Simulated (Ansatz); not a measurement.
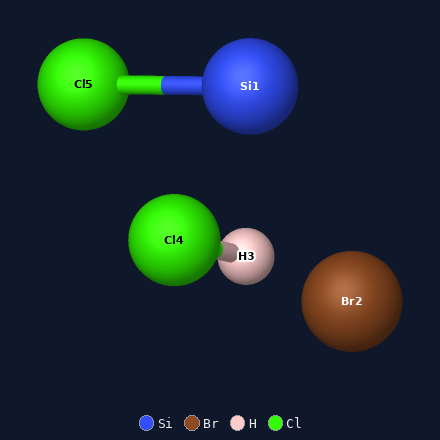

The system is the reacting system BrCl2HSi (fragments BrCl₂HSi where the first distance is long, Cl₂Si + BrH where the second is long); the picture shows the reference structure. Coordinates scanned: (1) distance Br2–H3 (bond that forms); (2) distance Si1–H3 (bond that breaks). Relaxed at each point: all other coordinates. Grid: 13 × 13 points. Points are written as (first, second). All energies are given in kcal/mol relative to a guessed transition structure relaxed with its forming and breaking bonds held. Energies and slopes of some neighbouring points disagree (a jump in structure or state, or too coarse a mesh). The reference is spin-restricted, so regions where a bond is pulled apart into radicals lie too high. The calculation used RHF/def2-SVP (Ansatz 0.2.0).

Its coordinates:

```xyz
5

Si    0.5167    0.7791   -0.7037
Br    0.1472   -1.8915   -0.8158
H     0.3379   -0.5325    0.6324
Cl    0.4624    0.2789    1.7310
Cl   -1.4643    1.3659   -0.8439
```

Range: distance Br2–H3 (bond that forms) from 1.359 to 2.859 Å; distance Si1–H3 (bond that breaks) from 1.278 to 2.778 Å.

**What landscape does the calculation give?**

The lowest grid point is at (2.859 Å, 1.438 Å), −89 kcal/mol from a guessed transition structure relaxed with its forming and breaking bonds held. It lies at the edge of the scanned range, so the true minimum may lie outside. The highest grid point, (1.861 Å, 1.278 Å), lies 159 kcal/mol above the lowest.

| second ↓, first → | 1.359 | 1.426 | 1.519 | 1.624 | 1.739 | 1.861 | 1.990 | 2.124 | 2.263 | 2.406 | 2.553 | 2.704 | 2.859 |
| --- | --- | --- | --- | --- | --- | --- | --- | --- | --- | --- | --- | --- | --- |
| 2.778 | −34 | −35 | −32 | −25 | −12 | −20 | −25 | −29 | −31 | −33 | −34 | −34 | −34 |
| 2.623 | −33 | −34 | −31 | −24 | −13 | −20 | −25 | −28 | −30 | −32 | −32 | −32 | −32 |
| 2.472 | −32 | −33 | −31 | −24 | −13 | −19 | −24 | −27 | −29 | −30 | −30 | −30 | −30 |
| 2.325 | −29 | −31 | −29 | −23 | −13 | −18 | −22 | −25 | −26 | −27 | −28 | −28 | −28 |
| 2.182 | −27 | −28 | −27 | −22 | −11 | −15 | −19 | −21 | −23 | −24 | −24 | −25 | −25 |
| 2.043 | −23 | −26 | −25 | −20 | −8 | −11 | −15 | −17 | −19 | −20 | −20 | −21 | −22 |
| 1.909 | −19 | −22 | −22 | −18 | −3 | −6 | −9 | −11 | −13 | −14 | −15 | −17 | −18 |
| 1.780 | −13 | −17 | −17 | −15 | 4 | 1 | −2 | −4 | −6 | −7 | −9 | −11 | −13 |
| 1.658 | −6 | −10 | −12 | −11 | 12 | 10 | 7 | 5 | 3 | 1 | −2 | −4 | −7 |
| 1.543 | 4 | −1 | −5 | −6 | 24 | 22 | 19 | 17 | 14 | 11 | 7 | 4 | 1 |
| 1.438 | 17 | 11 | 5 | 1 | 38 | 36 | 34 | 31 | 28 | 23 | 18 | 14 | −89 |
| 1.345 | 33 | 26 | 18 | 10 | 55 | 54 | 52 | 48 | 43 | −72 | −78 | −83 | −86 |
| 1.278 | 49 | 40 | 31 | 18 | 0 | 71 | 68 | 64 | −57 | −66 | −73 | −77 | −79 |

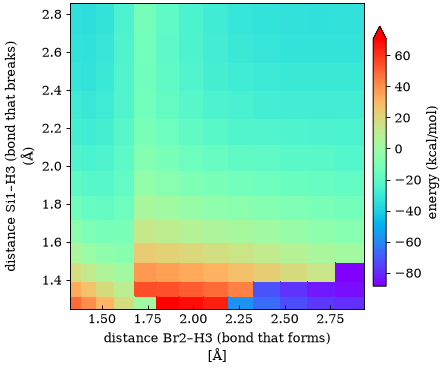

Drawn: one coloured cell a grid point, one colour for all values above the top of the scale.

Each point was launched as `ansatz run input.yaml --threads 1 --pin off --max-ram 2560MiB --backend cpu --events-out ev --progress --plain --runs-dir out`. The whole map (169 points run) took 32 min on 1 thread of Arm Neoverse V1, with other jobs on the host.
